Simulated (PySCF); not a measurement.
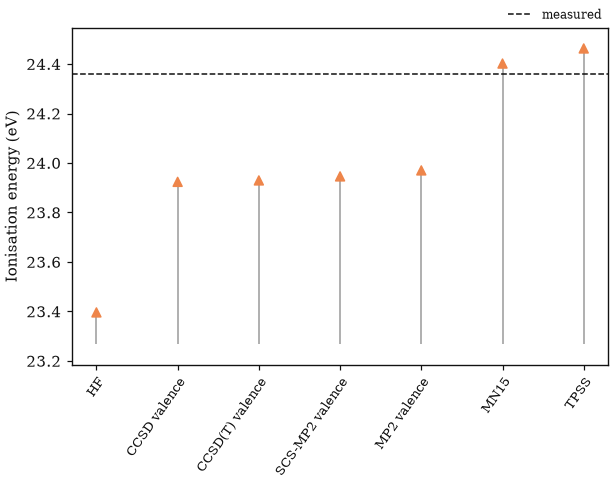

The ionisation energy of an atom or ion with 35 electrons in the configuration [Ar] 3d¹⁰ 4s² 4p⁵ by several methods. PySCF, def2-SVP, non-relativistic, unrestricted single determinants, no spin-orbit coupling. Methods marked “valence” freeze 28 core electrons.

### Which atom or ion is it?

Kr⁺. The values run from 23.40 eV (HF) to 24.46 eV (TPSS). The measured value is 24.36 eV; nearest to it come MN15 (+0.04) and TPSS (+0.10), furthest HF (−0.96 eV).

Caveat: spin-orbit shift not estimated; relativistic shift absent.
